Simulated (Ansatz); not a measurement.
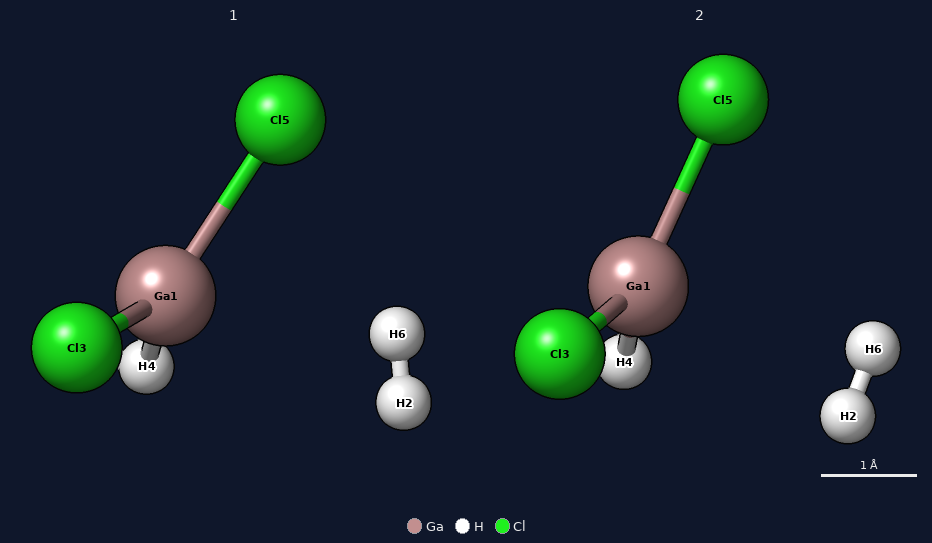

Two geometries of GaH₃Cl₂, drawn at one scale. One is the start of a relaxation, the other its converged end. The picture is a ball-and-stick view, seen face on.

Theory: RKS PBE-D4/def2-SVP (Ansatz 0.2.0). (no spin polarisation; force threshold 0.03 eV/Å; at most 50 steps)

Question: Which geometry has the lower energy?

Answer: Structure 2 is the relaxed one. The run prepares an end point of a later path (reaction) calculation, from a guessed geometry. The energy falls by 2.56 kcal/mol in 8 accepted moves (9 points after the start). Largest force component: 1.9 eV/Å at the start, 0.03 eV/Å at the end. The line search rejected the trial step at point 8 of the run. The forces were under the threshold at step 7, but the run went on from there. Cl5 moves most after the best rigid fit: 0.33 Å. Largest moves by element: Cl 0.33 Å, H 0.29 Å, Ga 0.12 Å. Some distances before and after: Ga1–Cl5 2.217 → 2.160 Å, H2–H6 0.724 → 0.773 Å, Ga1–Cl3 2.152 → 2.157 Å. Bond angles that change, for instance: Cl3–Ga1–H4 125.0° → 122.2°, Cl3–Ga1–Cl5 113.0° → 115.3°. The run took 25 s on 1 thread of Arm Neoverse V1 (shared host), peak memory 0.12 GiB.

Limits of the set-up: the start holds two separate molecules, 2.5 Å apart at their closest, whose relative position is a soft coordinate.
